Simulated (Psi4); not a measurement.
**BSiH4O2F (SMILES OB(F)O[SiH3]): CAM-B3LYP/cc-pVDZ**

Aim: the energy change on altering one bond length of BSiH4O2F at CAM-B3LYP/cc-pVDZ, from 2 runs. 

The calculation is run with Psi4 1.11.

### 1 The structure to begin with

BSiH4O2F has 9 atoms, charge 0, and is taken as a singlet. SMILES: `OB(F)O[SiH3]`. Geometry: relaxed at PBE0-D4/def2-TZVP. This is one conformer, not always the lowest.

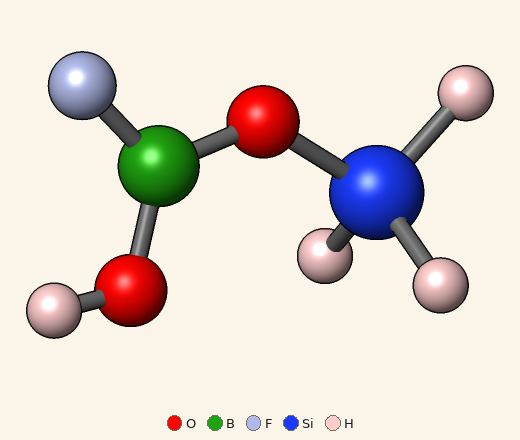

Viewed from a chosen angle; oxygen red, boron green, fluorine light blue, silicon blue, hydrogen pink.

### 2 The energy at CAM-B3LYP/cc-pVDZ

The input, bfh4o2si.dat:

```
memory 1600 mb

molecule geom {
  0 1
  O     -3.05020694     1.05201053     0.74455209
  B     -0.74719771     2.18660210     0.66650640
  F     -0.52402105     4.63134079     1.24325082
  O      1.33962685     0.88231313     0.01171630
  Si     1.76538215    -2.10685566    -0.80313360
  H     -4.38888892     2.17299607     1.23606986
  H      4.50113866    -2.40732211    -1.30561178
  H      0.29196269    -2.69777302    -3.11389071
  H      0.97925608    -3.80023924     1.28841527
  units bohr
  symmetry c1
}

set reference rks
set puream true
set scf_type pk
set dft_radial_points 99
set dft_spherical_points 590

energy("cam-b3lyp/cc-pVDZ")
print_variables()
```

On the command line:

```console
psi4 -n 1 bfh4o2si.dat bfh4o2si.out
```

bfh4o2si.out:

```text
[...]
  Running in c1 symmetry.
[...]
  Nuclear repulsion =  222.106224998276275
[...]
  Multiplicity = 1
[...]
  Nalpha       = 24
  Nbeta        = 24
[...]
    Number of basis functions: 94
[...]
   @RKS iter   1:  -566.92804209265489   -6.55550e-01   8.58781e-03 DIIS/ADIIS
[...]
   @RKS iter   8:  -567.16234918326040   -1.66562e-07   8.15883e-07 DIIS
[...]
    Orbital Energies [Eh]
    ---------------------
    Doubly Occupied:
       1A    -66.244975     2A    -24.767706     3A    -19.238435
       4A    -19.222296     5A     -6.926013     6A     -5.390503
       7A     -3.751487     8A     -3.748177     9A     -3.748132
      10A     -1.287165    11A     -1.126991    12A     -1.095354
      13A     -0.680293    14A     -0.639326    15A     -0.603364
      16A     -0.550783    17A     -0.537860    18A     -0.497409
      19A     -0.467729    20A     -0.459068    21A     -0.439474
      22A     -0.422067    23A     -0.390729    24A     -0.382974
[...]
  @RKS Final Energy:  -567.16234918326040
   => Energetics <=
    Nuclear Repulsion Energy =            222.1062249982762751
    One-Electron Energy =               -1225.4824600913702852
    Two-Electron Energy =                 476.6537561106583780
    DFT Exchange-Correlation Energy =     -40.4398702008248279
    Empirical Dispersion Energy =           0.0000000000000000
    VV10 Nonlocal Energy =                  0.0000000000000000
    Total Energy =                       -567.1623491832604032
[...]
 Multipole Moments:
 ------------------------------------------------------------------------------------
     Multipole            Electronic (a.u.)      Nuclear  (a.u.)        Total (a.u.)
 ------------------------------------------------------------------------------------
 L = 1.  Multiply by 2.5417464519 to convert [e a0] to [Debye]
 Dipole X            :         -1.8022002            1.2854045           -0.5167958
 Dipole Y            :          7.3773139           -7.5942871           -0.2169732
 Dipole Z            :          2.1297691           -2.1025089            0.0272603
 Magnitude           :                                                    0.5611581
[...]
```

Wall time 24 s (1 thread of INTEL XEON PLATINUM 8581C at 2.10GHz (Emerald Rapids), shared host); peak memory 1.1 GiB.

### 3 The distorted shape at the same level

The input, bfh4o2si.in:

```
memory 1600 MB

molecule {
  0 1
  O     -4.41804929     1.20223998     0.99578551
  B     -2.11504006     2.33683155     0.91773982
  F     -1.89186340     4.78157023     1.49448424
  O     -0.02821550     1.03254258     0.26294972
  Si     0.39753980    -1.95662621    -0.55190018
  H     -5.75673127     2.32322552     1.48730328
  H      4.50113866    -2.40732211    -1.30561178
  H     -1.07587966    -2.54754357    -2.86265729
  H     -0.38858627    -3.65000979     1.53964869
  units bohr
  symmetry c1
}

set puream true
set scf_type pk
set dft_radial_points 99
set dft_spherical_points 590

energy('cam-b3lyp/cc-pVDZ')
```

On the command line:

```console
psi4 -i bfh4o2si.in -o bfh4o2si.out -n 1
```

bfh4o2si.out:

```text
[...]
  Running in c1 symmetry.
[...]
  Nuclear repulsion =  219.684446693999547
[...]
  Multiplicity = 1
[...]
  Nalpha       = 24
  Nbeta        = 24
[...]
    Number of basis functions: 94
[...]
   @RKS iter   1:  -566.84896014991352   -7.37029e-01   8.61466e-03 ADIIS/DIIS
[...]
   @RKS iter   8:  -567.08778688185873   -2.02693e-07   8.56376e-07 DIIS
[...]
    Orbital Energies [Eh]
    ---------------------
    Doubly Occupied:
       1A    -66.286239     2A    -24.774292     3A    -19.245954
       4A    -19.236028     5A     -6.936006     6A     -5.424936
       7A     -3.785731     8A     -3.784162     9A     -3.782190
      10A     -1.293672    11A     -1.135945    12A     -1.106670
      13A     -0.686663    14A     -0.646668    15A     -0.608033
      16A     -0.555209    17A     -0.545499    18A     -0.506066
      19A     -0.478837    20A     -0.455186    21A     -0.441781
      22A     -0.430955    23A     -0.395884    24A     -0.334150
[...]
  @RKS Final Energy:  -567.08778688185873
   => Energetics <=
    Nuclear Repulsion Energy =            219.6844466939995471
    One-Electron Energy =               -1220.0346106789993428
    Two-Electron Energy =                 473.6069455856470540
    DFT Exchange-Correlation Energy =     -40.3445684825060340
    Empirical Dispersion Energy =           0.0000000000000000
    VV10 Nonlocal Energy =                  0.0000000000000000
    Total Energy =                       -567.0877868818587331
[...]
 Multipole Moments:
 ------------------------------------------------------------------------------------
     Multipole            Electronic (a.u.)      Nuclear  (a.u.)        Total (a.u.)
 ------------------------------------------------------------------------------------
 L = 1.  Multiply by 2.5417464519 to convert [e a0] to [Debye]
 Dipole X            :         -2.9668870            1.9493517           -1.0175353
 Dipole Y            :          7.5357097           -7.6672081           -0.1314985
 Dipole Z            :          2.3513366           -2.2244569            0.1268796
 Magnitude           :                                                    1.0338125
[...]
```

Run time: 24 s. Hardware: 1 thread of INTEL XEON PLATINUM 8581C at 2.10GHz (Emerald Rapids), shared host; peak memory 1.1 GiB.

### 4 Outcome

At CAM-B3LYP/cc-pVDZ:

```
                                                          quantity          value
                                         first shape: total energy  -567.16235 Eh
                                        first shape: dipole moment         1.43 D
                                          first shape: HOMO energy      -10.42 eV
                                          first shape: LUMO energy        1.66 eV
                                        first shape: HOMO–LUMO gap       12.08 eV
                                     distorted shape: total energy  -567.08779 Eh
                                    distorted shape: dipole moment         2.63 D
                                      distorted shape: HOMO energy       -9.09 eV
                                      distorted shape: LUMO energy        0.02 eV
                                    distorted shape: HOMO–LUMO gap        9.11 eV
energy change with the Si5–H7 bond stretched from 1.480 to 2.221 Å       2.029 eV
```

**Reading.** With the Si5–H7 bond stretched from 1.480 to 2.221 Å the energy rises by 2.03 eV (196 kJ/mol). The first shape isn't relaxed at this level, so the change isn't measured from a minimum.
